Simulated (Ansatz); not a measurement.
## MoS2 (P6_3/mmc): refractive index against wavelength

The refractive index of MoS2 (P6_3/mmc) along x below the direct gap (1.65 eV on the mesh) is read from one computed spectrum, n = √(Re ε). x, y and z are the Cartesian axes of the input cell.

It takes space group P6_3/mmc (No. 194, hexagonal). Conventional cell: a = 3.169 Å, b = 3.169 Å, c = 12.324 Å, α = 90.00°, β = 90.00°, γ = 120.00°. Around Mo on site c lie 6 S at 2.41 Å. S on site f is surrounded by 3 Mo at 2.41 Å.

Method: Ansatz 0.2.0, PBE, independent particles, k-mesh 9×9×2 with interpolation inside its cells, Gaussian parameter 0.15 eV.

Launch of the response step: `ansatz run input.yaml --threads 4 --pin off --max-ram 8192MiB --backend cpu --events-out ev --progress --plain --runs-dir out`. The run took 55 s, on 4 threads of Arm Neoverse V2, on a shared host.

| wavelength (nm) | photon energy E (eV) | n |
| --- | --- | --- |
| 3000 | 0.413 | 4.0574 |
| 2000 | 0.620 | 4.1014 |
| 1550 | 0.800 | 4.1578 |
| 1310 | 0.946 | 4.2196 |
| 1064 | 1.165 | ? |

In the single-oscillator model n² − 1 = E₀E_d/(E₀² − E²), so 1/(n² − 1) = E₀/E_d − E²/(E₀E_d) is linear in E².

Working, on the rows shown:

| x = E² (eV²) | y = 1/(n² − 1) |
| --- | --- |
| 0.170801 | 0.0646726 |
| 0.384302 | 0.0632052 |
| 0.639837 | 0.0613975 |
| 0.895757 | 0.059506 |

Means: x̄ = 0.52267, ȳ = 0.062195. Σ(x − x̄)(y − ȳ) = -0.002108, Σ(x − x̄)² = 0.2959. Slope = -0.002108 / 0.2959 = -0.007125; intercept = ȳ − slope · x̄ = 0.06592. Turned back into n, the line misses the rows shown by at most 0.0012.

Q: Fill in the last column of the withheld row.

A: At x = 1.3578 the line gives y = 0.056244, that is 4.3335. The run gave 4.3488, so the extrapolation is off by 0.015, 5 % of the range in the table.

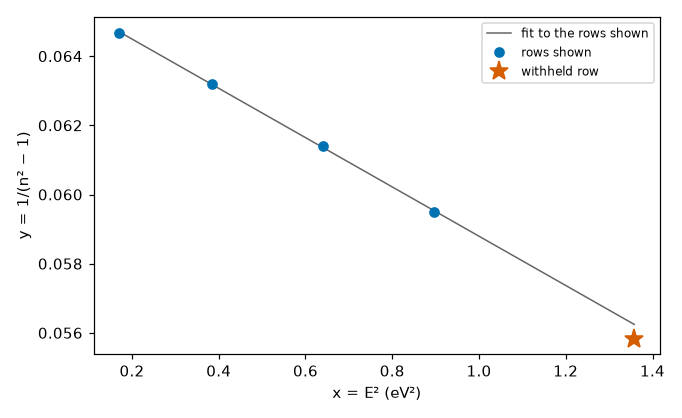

Refitted with all rows, the slope is -0.007451 and the intercept 0.066061. These give E₀ = √(intercept/−slope) = 2.98 eV and E_d = E₀/intercept = 45.1 eV; E₀ is 1.8 times the direct gap. The electronic limit at long wavelengths, without lattice vibrations, is n = √(1 + 1/intercept) = 4.017. The cell comes from an older database entry, whose edges can be off by a per cent or so. Excitons are left out and so are local fields; PBE gaps are as a rule too small. Spin-orbit coupling is left out.
